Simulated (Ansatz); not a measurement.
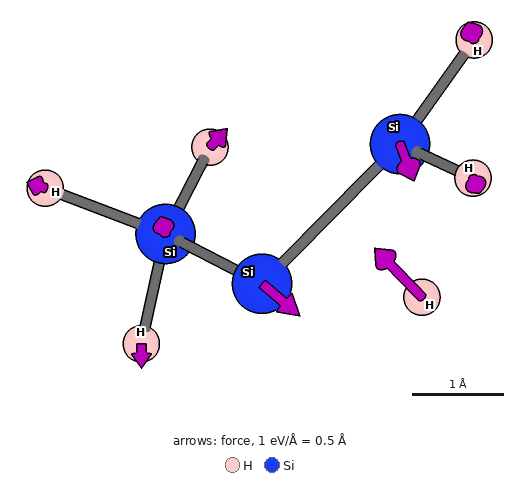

Starting geometry of Si₃H₆ with the computed forces as purple arrows. The picture is a ball-and-stick view, seen from a free direction.

The reaction that was planned forms H1–Si3 and breaks H1–Si2 (atoms numbered from 1 in input order).

The calculation used RKS PBE0-D4/def2-SVP in Ansatz. (held fixed: the distance between atoms 1 (H) and 3 (Si), the distance between atoms 1 (H) and 2 (Si), counting from 1; force threshold 0.04 eV/Å; at most 150 steps)

> What follows when this structure is relaxed?

It isn't relaxed: the largest force vector, on an H atom, is 1.97 eV/Å. The final displacements have little in common with the starting forces (cosine between the two patterns 0.11). After 9 geometry steps the energy has fallen by 8.18 kcal/mol. The largest force component goes from 0.64 to 0.013 eV/Å. An H atom moves most after the best rigid fit: 0.95 Å. Largest moves by element: H 0.95 Å, Si 0.39 Å. Among the contacts that change: Si–Si 2.312 → 2.395 Å, Si–Si 2.236 → 2.272 Å, H–Si 1.472 → 1.499 Å. Bond angles that change, for instance: Si–Si–Si 110.2° → 89.4°, Si–Si–H 148.3° → 131.1°, Si–Si–H 112.3° → 121.6°.
